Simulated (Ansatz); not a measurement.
One crystal and one scan (energy against volume) at two levels, PBE (plane waves to 420 eV, PAW, scalar-relativistic; Ansatz, an electronic-structure program) and PBEsol (plane waves to 420 eV, PAW, scalar-relativistic; Ansatz), each from its own relaxed cell and on its own mesh. The cell shown is that of PBE.

HfO$_{2}$ (fluorite)

```
HfO2
1.0
    0.00000     2.54906     2.54906
    2.54906     0.00000     2.54906
    2.54906     2.54906     0.00000
Hf O
1 2
Direct
  0.00000   0.00000   0.00000
  0.25000   0.25000   0.25000
  0.75000   0.75000   0.75000
```

E(V) scan at fixed shape, V₀ the volume above. Symmetry pins the atoms to their sites.

E stands for the smeared free energy. HfO2 is run without spin polarisation. HfO2 was relaxed with its symmetry unable to fall. Spin-orbit coupling is left out, though Hf is heavy. The PAW data are Ansatz's earlier set. This is a high-temperature form of HfO2. Percentages come from the unrounded values. Both scans cover V/V₀ from 0.840 to 1.160.

```
quantity                                                   PBE  PBEsol     PBE − PBEsol
-------------------------------------------------------  -----  ------  ---------------
Lattice constant a (Å)                                   5.098   5.045  +0.053 (+1.1 %)
Pressure at the smallest volume (GPa)                     61.9    66.5    -4.6 (-7.0 %)
Energy cost of the largest compression (meV/atom)        293.3   305.5   -12.2 (-4.0 %)
Energy cost of the largest expansion (meV/atom)          167.4   174.5    -7.1 (-4.0 %)
Bulk modulus B₀ (third-order Birch-Murnaghan fit) (GPa)  245.8   264.3   -18.5 (-7.0 %)
Pressure derivative B₀′ (fit)                              4.2     4.2              0.0
Pressure for 5 % compression (fit) (GPa)                  14.0    15.1      -1.1 (-7 %)
```

PBE gives the higher value for: lattice constant a. PBE gives the lower value for: pressure at the smallest volume; energy cost of the largest compression; energy cost of the largest expansion; bulk modulus B₀; pressure for 5 % compression. They agree on: pressure derivative B₀′ (within 1.5 %).

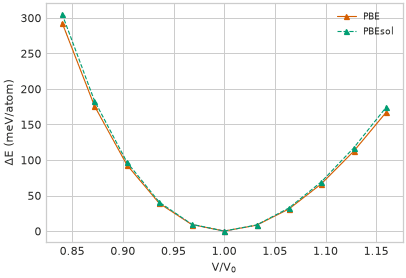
Fig. 1. ΔE, each from the relaxed starting cell of its own level.

(Under strain, the slope of the energy per volume gives the stress and its curvature an elastic modulus.)
